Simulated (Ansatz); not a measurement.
ClH3OSn···H2

Input

```
crystal:
  periodic: [false, false, false]
  atoms:
    - { symbol: Sn, position_ang: [0.0, 0.0, 0.0] }
    - { symbol: H, position_ang: [0.0, 0.0, 2.09] }
    - { symbol: H, position_ang: [1.6408, 0.0, -0.5794] }
    - { symbol: Cl, position_ang: [-1.1351, 1.9666, -0.8025] }
    - { symbol: H, position_ang: [-0.8195, -1.4198, -0.5794] }
    - { symbol: O, position_ang: [0.8472, 1.9703, 0.7126] }
    - { symbol: H, position_ang: [1.6383, 1.7984, 1.3166] }
    - { symbol: H, position_ang: [0.4203, 0.9774, 1.9402] }
basis:
  gaussian: { orbitals: def2-mTZVP }
hamiltonian:
  xc: pbe0
relax:
  f_tol: 0.15
  max_steps: 25
  restrain:
    - { distance: [0, 5], at: 1.96, k: 30.0 }
    - { distance: [7, 1], at: 0.66, k: 30.0 }
    - { distance: [0, 1], at: 2.94, k: 30.0 }
    - { distance: [7, 5], at: 2.21, k: 30.0 }
output:
  orbitals: {}
```

Command:

```sh
ansatz run input.yaml --threads 2 --pin off --max-ram 3072MiB --backend cpu --events-out ev --progress --plain --runs-dir out
```

The fields are those of the run's last geometry, not of the input's.

Core potentials replace the inner electrons of Sn; not at a stationary point (largest force 1.5 eV/Å).

Computed with RKS PBE0/def2-mTZVP in Ansatz 0.2.0.

What can the converged electron density and electron localisation function tell about the bonding?

Sn–O (1.96 Å): the density is about 0.81 e/Å³ at the midpoint; the ELF peaks at about 0.85 in the valence shell of O, 0.6 Å from its nucleus, and drops to about 0.15 between the two atoms.
Sn–Cl (2.35 Å): ρ is about 0.58 e/Å³ halfway; the ELF peaks at about 0.85 in the valence shell of Cl, 0.9 Å from its nucleus, and drops to about 0.15 between the two atoms.

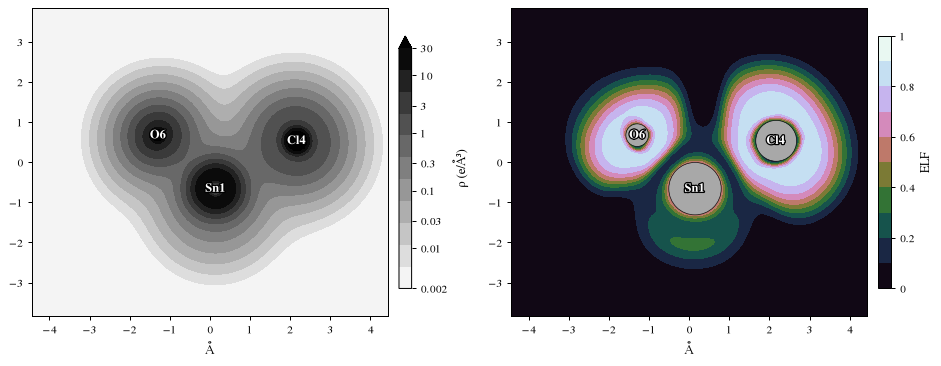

Computed electron density and electron localisation function on the plane of atoms Cl4, Sn1 and O6, in this order. Grey discs cover the atomic cores in the ELF map. 
